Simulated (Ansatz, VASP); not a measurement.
# Yb3SnO in two plane-wave programs

Aim: how closely do two programs agree when they are given the same cell, functional and k mesh?

Program: Ansatz 0.2.0. Level of theory: plane waves, with VASP 6.6.1 beside it; single point at LDA. Results are calculated unless marked as measured.

## 1. Set-up

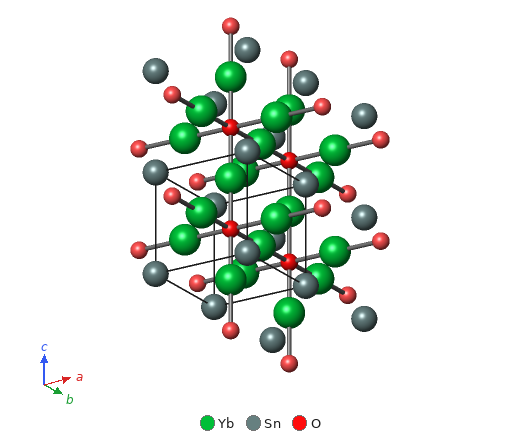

Start, viewed from a free direction; ytterbium green, tin teal, oxygen red. 1×2×2 cells are drawn. Some periodic images of atoms are drawn too.

## 2. VASP: single point, LDA

With cell and atoms fixed, the geometry can't cause a difference; cores, projectors, grids and the points listed under the comparison can.

Lines of VASP's logs that name or quote its potential files are left out, and so is its time.

Contents of INCAR:

```
SYSTEM = Yb3SnO
PREC = Accurate
ENCUT = 480
EDIFF = 1E-06
NELM = 150
ISMEAR = 0
SIGMA = 0.05
LREAL = .FALSE.
ALGO = Normal
GGA = CA
NBANDS = 59
ISPIN = 2
MAGMOM = 1 -1 1 0 0
LMAXMIX = 6
AMIX = 0.2
BMIX = 1E-04
AMIX_MAG = 0.8
BMIX_MAG = 1E-04
LORBIT = 11
LWAVE = .FALSE.
LCHARG = .FALSE.
KPAR = 2
NEDOS = 1200
LASPH = .TRUE.
```

Contents of POSCAR:

```
Yb3SnO
1.0
    4.8368300000      0.0000000000      0.0000000000
    0.0000000000      4.8368300000      0.0000000000
    0.0000000000      0.0000000000      4.8368300000
Yb Sn O
3 1 1
Direct
    0.5000000000      0.5000000000      0.0000000000
    0.5000000000      0.0000000000      0.5000000000
    0.0000000000      0.5000000000      0.5000000000
    0.0000000000      0.0000000000      0.0000000000
    0.5000000000      0.5000000000      0.5000000000
```

Contents of KPOINTS:

```
Automatic mesh
0
Gamma
4 4 4
0 0 0
```

The projector-augmented-wave data sets are Yb, Sn_d and O (PBE family, release 64).

Command:

```
$ mpirun -np 2 vasp_std
```

Numbers of over 12 decimals in the logs are rounded to 6 here.

Log:

```text
[banner, memory and clock lines left out]
running    2 mpi-ranks, on    1 nodes
 distrk:  each k-point on    1 cores,    2 groups
 distr:  one band on    1 cores,    1 groups

 POSCAR found type information on POSCAR YbSnO
 POSCAR found :  3 types and       5 ions
|                                                                             |
|               ----> ADVICE to this user running VASP <----                  |
|                                                                             |
|     You enforced a specific xc type in the INCAR file but a different       |
|     [... a line on the potential file left out ...]
|     I HOPE YOU KNOW WHAT YOU ARE DOING!                                     |
|                                                                             |

 LDA part: xc-table for (Slater(with rela. corr.)+CA(PZ))
 , standard interpolation
 POSCAR, INCAR and KPOINTS ok, starting setup
 FFT: planning ... GRIDC
 FFT: planning ... GRID_SOFT
 FFT: planning ... GRID
 WAVECAR not read
 entering main loop
       N       E                     dE             d eps       ncg     rms          rms(c)
DAV:   1     0.952884195148E+03    0.95288E+03   -0.26642E+04  6797   0.918E+03
DAV:   2     0.225482922563E+03   -0.72740E+03   -0.66428E+03  6935   0.145E+03
DAV:   3     0.162671008464E+02   -0.20922E+03   -0.20255E+03  5540   0.345E+02
DAV:   4    -0.204576163941E+02   -0.36725E+02   -0.35999E+02  6915   0.142E+02
DAV:   5    -0.300093534077E+02   -0.95517E+01   -0.94515E+01  8466   0.613E+01    0.992E+01
DAV:   6    -0.306798240880E+02   -0.67047E+00   -0.24370E+01  8256   0.488E+01    0.343E+01
DAV:   7    -0.310091210130E+02   -0.32930E+00   -0.52243E+00  8440   0.615E+01    0.313E+01
DAV:   8    -0.313017523978E+02   -0.29263E+00   -0.26334E+00  8184   0.442E+01    0.270E+01
DAV:   9    -0.317260976241E+02   -0.42435E+00   -0.71282E+00  7376   0.761E+01    0.203E+01
DAV:  10    -0.316563439501E+02    0.69754E-01   -0.22386E+00  7056   0.425E+01    0.160E+01
DAV:  11    -0.310908853668E+02    0.56546E+00   -0.16379E+00  6456   0.392E+01    0.108E+01
DAV:  12    -0.315608088606E+02   -0.46992E+00   -0.10316E+00  7456   0.401E+01    0.164E+01
DAV:  13    -0.312119063008E+02    0.34890E+00   -0.49620E+00  6653   0.570E+01    0.562E+00
DAV:  14    -0.312778313662E+02   -0.65925E-01   -0.75783E-01  7584   0.103E+01    0.807E+00
[...]
DAV:  46    -0.310640631858E+02    0.17658E-03   -0.22275E-05  5984   0.724E-01    0.575E-01
DAV:  47    -0.310639332087E+02    0.12998E-03   -0.31431E-05  7320   0.620E-01    0.605E-01
DAV:  48    -0.310638187125E+02    0.11450E-03   -0.29677E-05  6952   0.697E-01    0.582E-01
DAV:  49    -0.310638231102E+02   -0.43977E-05   -0.43716E-05  6088   0.573E-02    0.557E-01
DAV:  50    -0.310638143754E+02    0.87348E-05   -0.78245E-07  3120   0.676E-02    0.563E-01
DAV:  51    -0.310636349320E+02    0.17944E-03   -0.19314E-04  6552   0.217E+00    0.767E-01
DAV:  52    -0.310636434071E+02   -0.84751E-05   -0.73530E-05  6829   0.851E-02    0.780E-01
DAV:  53    -0.310636438594E+02   -0.45229E-06   -0.73111E-06  5424   0.354E-02
   1 F= -.31063644E+02 E0= -.31062806E+02  d E =-.167552E-02  mag=    -0.0007
```

OUTCAR, selected parts (step 2):

```text
ion  position               nearest neighbor table
   1  0.500  0.500  0.000-   5 2.42   5 2.42   4 3.42   2 3.42   2 3.42   3 3.42   3 3.42   2 3.42
                             4 3.42   2 3.42   3 3.42   4 3.42   3 3.42   4 3.42
   2  0.500  0.000  0.500-   5 2.42   5 2.42   4 3.42   1 3.42   1 3.42   4 3.42   1 3.42   3 3.42
                             3 3.42   1 3.42   3 3.42   4 3.42   4 3.42   3 3.42
   3  0.000  0.500  0.500-   5 2.42   5 2.42   4 3.42   1 3.42   1 3.42   4 3.42   2 3.42   4 3.42
                             4 3.42   1 3.42   2 3.42   2 3.42   1 3.42   2 3.42
   4  0.000  0.000  0.000-   1 3.42   2 3.42   3 3.42   2 3.42   3 3.42   1 3.42   3 3.42   3 3.42
                             1 3.42   2 3.42   2 3.42   1 3.42
   5  0.500  0.500  0.500-   1 2.42   2 2.42   3 2.42   1 2.42   2 2.42   3 2.42

  LATTYP: Found a simple cubic cell.
 ALAT       =     4.8368300000

 Subroutine GETGRP returns: Found 48 space group operations
 (whereof 48 operations were pure point group operations)

The static configuration has the point symmetry O_h .

 Found     18 irreducible k-points:

   k-points           NKPTS =     18   k-points in BZ     NKDIM =     18   number of bands    NBANDS=     59

   dimension x,y,z NGX =    36 NGY =   36 NGZ =   36
   dimension x,y,z NGXF=    72 NGYF=   72 NGZF=   72

   ENCUT  =  480.0 eV  35.28 Ry    5.94 a.u.   8.64  8.64  8.64*2*pi/ulx,y,z

   NELECT =      92.0000    total number of electrons

 k-points in reciprocal lattice and weights: Automatic mesh
   0.00000000  0.00000000  0.00000000       0.016
   0.25000000  0.00000000  0.00000000       0.062
   0.00000000  0.25000000  0.00000000       0.031
   0.50000000  0.00000000  0.00000000       0.031
   0.00000000  0.50000000  0.00000000       0.016
   0.25000000  0.25000000  0.00000000       0.125
   0.25000000  0.00000000  0.25000000       0.062
   0.50000000  0.25000000  0.00000000       0.062
   0.00000000  0.50000000  0.25000000       0.062
[...]
0.50000000  0.25000000  0.50000000       0.031
   0.50000000  0.50000000  0.50000000       0.016

 average (electrostatic) potential at core
       1 -32.5788       2 -32.5784       3 -32.5788       4-101.9817       5 -72.3503

 E-fermi :   3.9336

 spin component 1
 k-point     1 :       0.0000    0.0000    0.0000
  band No.  band energies     occupation
    ...
     41       3.7311      1.00000
     42       3.7315      1.00000
     43       3.7505      1.00000
     44       3.7505      1.00000
     45       3.7511      1.00000
     46       4.0559      0.00027
     47       4.0560      0.00027
     48       4.0560      0.00027
     49       4.4756      0.00000
     50       4.4757      0.00000
    ...

 k-point     2 :       0.2500    0.0000    0.0000
  band No.  band energies     occupation
    ...
     42       3.7457      1.00000
     43       3.7463      1.00000
     44       3.7885      0.99998
     45       3.8072      0.99982
     46       3.8074      0.99982
     47       3.9678      0.16695
     48       4.3539      0.00000
     49       4.5988      0.00000
     50       5.5829      0.00000
     51       5.5830      0.00000
    ...

 k-point     3 :       0.0000    0.2500    0.0000
  band No.  band energies     occupation
    ...
     42       3.7452      1.00000
     43       3.7452      1.00000
     44       3.7885      0.99998
     45       3.8076      0.99982
     46       3.8076      0.99982
     47       3.9678      0.16631
     48       4.3534      0.00000
     49       4.5988      0.00000
     50       5.5831      0.00000
     51       5.5831      0.00000
    ...

 k-point     4 :       0.5000    0.0000    0.0000
  band No.  band energies     occupation
    ...
     42       3.7423      1.00000
     43       3.7423      1.00000
     44       3.7434      1.00000
     45       3.7700      1.00000
     46       3.7706      1.00000
     47       4.6886      0.00000
     48       4.8698      0.00000
     49       6.0646      0.00000
     50       6.1374      0.00000
     51       6.7805      0.00000
    ...

 k-point     5 :       0.0000    0.5000    0.0000
  band No.  band energies     occupation
    ...
     42       3.7394      1.00000
     43       3.7394      1.00000
     44       3.7451      1.00000
     45       3.7720      1.00000
     46       3.7720      1.00000
     47       4.6878      0.00000
     48       4.8702      0.00000
     49       6.0650      0.00000
     50       6.1369      0.00000
     51       6.7815      0.00000
    ...

 k-point     6 :       0.2500    0.2500    0.0000
  band No.  band energies     occupation
    ...
     42       3.7268      1.00000
     43       3.7278      1.00000
     44       3.7353      1.00000
     45       3.7640      1.00000
     46       3.7975      0.99994
     47       4.3909      0.00000
     48       4.8845      0.00000
     49       5.5374      0.00000
     50       5.6386      0.00000
     51       5.9140      0.00000
    ...

  Total       -6.6029164     -6.6223014     -6.6029164      0.0000000      0.0000000      0.0000000
  in kB      -93.4897308    -93.7642000    -93.4897308      0.0000000      0.0000000      0.0000000
  external PRESSURE =     -93.5812205 kB  Pullay stress =       0.0000000 kB

  energy-cutoff  :      480.00
  volume of cell :      113.16
      direct lattice vectors                 reciprocal lattice vectors
     4.836830000  0.000000000  0.000000000     0.206746981  0.000000000  0.000000000
     0.000000000  4.836830000  0.000000000     0.000000000  0.206746981  0.000000000
     0.000000000  0.000000000  4.836830000     0.000000000  0.000000000  0.206746981

 POSITION                                       TOTAL-FORCE (eV/Angst)
 -----------------------------------------------------------------------------------
      2.41841      2.41841      0.00000         0.000000      0.000000      0.000000
      2.41841      0.00000      2.41841         0.000000      0.000000      0.000000
      0.00000      2.41841      2.41841         0.000000      0.000000      0.000000
      0.00000      0.00000      0.00000         0.000000      0.000000      0.000000
      2.41841      2.41841      2.41841         0.000000      0.000000      0.000000
 -----------------------------------------------------------------------------------
    total drift:                               -0.000000      0.000000      0.000000

  FREE ENERGIE OF THE ION-ELECTRON SYSTEM (eV)
  ---------------------------------------------------
  free  energy   TOTEN  =       -31.0636438594 eV

  energy  without entropy=      -31.0619683432  energy(sigma->0) =      -31.06280610

 total charge
# of ion       s       p       d       f       tot
--------------------------------------------------
    1        2.141   5.999   0.379  13.632  22.151
    2        2.141   5.999   0.379  13.634  22.153
    3        2.141   5.999   0.379  13.632  22.151
    4        1.109   1.296   9.940   0.000  12.344
    5        1.544   3.408   0.000   0.000   4.952
--------------------------------------------------
tot          9.075  22.701  11.078  40.898  83.752

 magnetization (x)
# of ion       s       p       d       f       tot
--------------------------------------------------
    1        0.000   0.000   0.000  -0.000   0.000
    2       -0.000   0.000   0.000  -0.000  -0.000
    3        0.000   0.000   0.000  -0.000   0.000
    4       -0.000  -0.000   0.000   0.000  -0.000
    5       -0.000  -0.000   0.000   0.000  -0.000
--------------------------------------------------
tot          0.000   0.000   0.000  -0.000  -0.000

[... 6 further parts left out ...]
```

The run ends at a pressure of -9.36 GPa.

(Continued in part 2 of 2.)

[Lines on the potential files, build, host, timing and source positions are cut from VASP's logs without a mark.]

[Logs are printed without paths, hosts, clocks, repeated set-up lines and the standing remarks that a program may print on its own settings, such as how far it seeks lower states.]

[Hosts, paths, dates, database ids (printed as entryN), source tags and the programs' standing remarks are cut or masked in the printed files.]
